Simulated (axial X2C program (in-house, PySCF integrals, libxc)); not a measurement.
**A two-component session on SnC: properties at the nuclei**

Aim: properties at the nuclei of SnC, with spin–orbit coupling in the Hamiltonian from the start.

The runs use an in-house X2C program for linear molecules on PySCF integrals; two-component X2C with atomic mean-field terms, Sn dyall-acv3z, C dyall-av3z.

All values are calculated.

## Step 1: Set-up

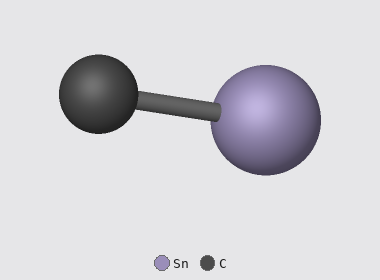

The two atoms at 1.970 Å (tin purple, carbon dark grey).

The input, task.json:

```json
{
 "zs": [
  50,
  6
 ],
 "q": 0,
 "bas": [
  "dyall-acv3z",
  "dyall-av3z"
 ],
 "r0": 1.97,
 "levels": [
  "PBE0",
  "HF",
  "B3LYP"
 ],
 "nst": 1,
 "ff": 1,
 "thr": -3.5,
 "nmax": 130,
 "opt": {
  "ecut": 60
 }
}
```

Keys: zs atomic numbers; q charge; bas basis sets; r0 starting distance in Å; levels methods (HF also brings MP2); nst determinants followed; ff finite-field run; thr threshold in hartree for freezing inner shells (an s shell follows its p shell); nmax most natural virtual spinors; ecut virtual cutoff in hartree.

Command:

```sh
$ python soeom.py task.json out
```

Nuclei are Gaussian, cores are contracted, and the Gaunt term is on.

## Step 2: Expectation values, lowest determinant

R = 2.018 Å. State: Ω = 2 (excess of +ω over −ω: ω = 1/2, ω = 3/2).

Output of the PBE0 run:

```text
two-component X2C + atomic mean field  PBE0
basis functions 203  fitting functions 1027  grid points 5077
iter        total energy     max residual
   1      -6206.537586409     4.20e+00
   2      -6211.456582922     6.25e-02
   3      -6211.199298674     1.67e-01
   4      -6211.493948295     7.77e-02
   5      -6211.555262060     3.94e-03
   6      -6211.555662436     1.96e-03
   7      -6211.555712855     2.41e-03
   8      -6211.555785019     8.64e-04
   9      -6211.555828324     5.56e-04
  10      -6211.555849132     1.88e-04
  11      -6211.555850739     3.51e-05
  12      -6211.555850816     2.00e-05
  13      -6211.555850839     8.45e-06
  14      -6211.555850842     2.79e-06
  15      -6211.555850843     8.58e-07
converged
one-electron -8691.64632922  Coulomb 2576.46515644  exact exchange -42.23114817  xc functional -129.29140853  nuclear repulsion 78.66856456  atomic mean-field constant -3.52068591
```

The highest occupied spinor is 58% Sn p, 34% C p, 6% C d.

```
level  Eeff magnitude (GV/cm)  Ws magnitude Sn (kHz)  A∥/gI Sn (MHz)  qzz Sn (a.u.)  A∥/gI C (MHz)  qzz C (a.u.)  μ (D)
 PBE0                    1.55                  0.556             324          -2.58           65.4          0.02  -2.46
   HF                   0.207                  0.143             416          -3.72           92.3          0.04  -1.53
B3LYP                    1.72                  0.608             294          -2.34           76.2          0.00  -2.61
```

Eeff is the effective electric field on the electron dipole moment in this Ω state and Ws the scalar–pseudoscalar constant (defined with the proton number Z and per Ω); A∥ is the parallel hyperfine constant, which follows by multiplying with the nuclear g factor gI = μI/(I μN); qzz is the electric field gradient, eQq0 = 234.96 MHz × Q/barn × qzz; μ is positive if C is the positive end. The operators were transformed with the bare-nucleus X2C matrices.

## Step 3: Finite-field coupled cluster

Output:

```text
two-component X2C + atomic mean field  HF
basis functions 203  fitting functions 1027  grid points 5077
iter        total energy     max residual
   1      -6208.957886818     2.13e-01
   2      -6208.988661508     1.51e-02
   3      -6208.994837012     1.50e-02
   4      -6208.998607193     1.07e-02
   5      -6209.001246916     7.29e-03
   6      -6209.003051429     1.17e-03
   7      -6209.003113251     7.38e-04
   8      -6209.003140340     4.46e-04
   9      -6209.003150574     2.93e-04
  10      -6209.003154621     1.77e-04
  11      -6209.003155740     1.49e-04
  12      -6209.003156390     1.25e-04
  13      -6209.003157470     6.67e-05
  14      -6209.003157908     2.45e-05
  15      -6209.003157940     6.14e-06
  16      -6209.003157944     1.85e-06
  17      -6209.003157944     6.56e-07
converged
one-electron -8690.89044034  Coulomb 2575.84100407  exact exchange -169.10160032  xc functional 0.00000000  nuclear repulsion 78.66856456  atomic mean-field constant -3.52068591
correlated 18  virtual 316  natural virtual 130  E(MP2) -0.618103807  MP2 remainder -0.023632803
iter   CCSD correlation   residual
   1     -0.559407848   1.45e-01
   2     -0.574383737   7.00e-02
   3     -0.578860064   4.72e-02
   4     -0.580840699   3.14e-02
   5     -0.583003044   1.75e-02
   6     -0.583377591   7.60e-03
   7     -0.583396434   3.57e-03
   8     -0.583446925   2.00e-03
   9     -0.583393104   9.94e-04
  10     -0.583420141   4.85e-04
  11     -0.583415922   2.71e-04
  12     -0.583420907   1.72e-04
  13     -0.583419760   1.16e-04
  14     -0.583419341   7.72e-05
  15     -0.583420536   4.89e-05
  16     -0.583421677   3.10e-05
  17     -0.583422574   1.59e-05
  18     -0.583423160   7.89e-06
  19     -0.583423370   4.06e-06
  20     -0.583423495   2.13e-06
  21     -0.583423510   1.28e-06
(T) -0.022466587  T1 0.0652  D1 0.1799  max T2 0.098
```

T1 in the output is the amplitude norm over the root of the electron number; divide by √2 for the Lee–Taylor value.

18 electrons correlated in 130 natural virtual spinors, MP2 remainder added; T1 = 0.046.

```
  level  Eeff magnitude (GV/cm)  Ws magnitude Sn (kHz)  A∥/gI Sn (MHz)  qzz Sn (a.u.)  A∥/gI C (MHz)  μ (D)
     HF                   0.207                  0.144             416          -3.72           92.3  -1.53
    MP2                   0.163                 0.0705             402          -2.65           67.1  -2.48
   CCSD                   0.452                  0.247             277          -2.67             66  -2.53
CCSD(T)                   0.609                  0.297             241          -2.53           67.7  -2.62
```

## Step 4: Results

```
                       quantity                                           value
             lowest determinant  Ω = 2 (excess of +ω over −ω: ω = 1/2, ω = 3/2)
   Eeff magnitude (GV/cm), PBE0                                            1.55
    Ws magnitude Sn (kHz), PBE0                                           0.556
           A∥/gI Sn (MHz), PBE0                                             324
            qzz Sn (a.u.), PBE0                                           -2.58
Eeff magnitude (GV/cm), CCSD(T)                                           0.609
 Ws magnitude Sn (kHz), CCSD(T)                                           0.297
        A∥/gI Sn (MHz), CCSD(T)                                             241
         qzz Sn (a.u.), CCSD(T)                                           -2.53
```

In the first state, the effective field runs from 0.207 to 1.72 GV/cm over the mean-field levels, so the levels don't agree on it. The expectation values come from single determinants, which for open shells can mix terms of unlike spin or miss the lowest Ω, so a determinant need not be a state. Eeff is the effective electric field on the electron dipole moment in this Ω state and Ws the scalar–pseudoscalar constant (defined with the proton number Z and per Ω); A∥ is the parallel hyperfine constant, which follows by multiplying with the nuclear g factor gI = μI/(I μN); qzz is the electric field gradient, eQq0 = 234.96 MHz × Q/barn × qzz; μ is positive if C is the positive end. The operators were transformed with the bare-nucleus X2C matrices. Correlation of the inner shells is missing, which matters for properties at the nucleus.
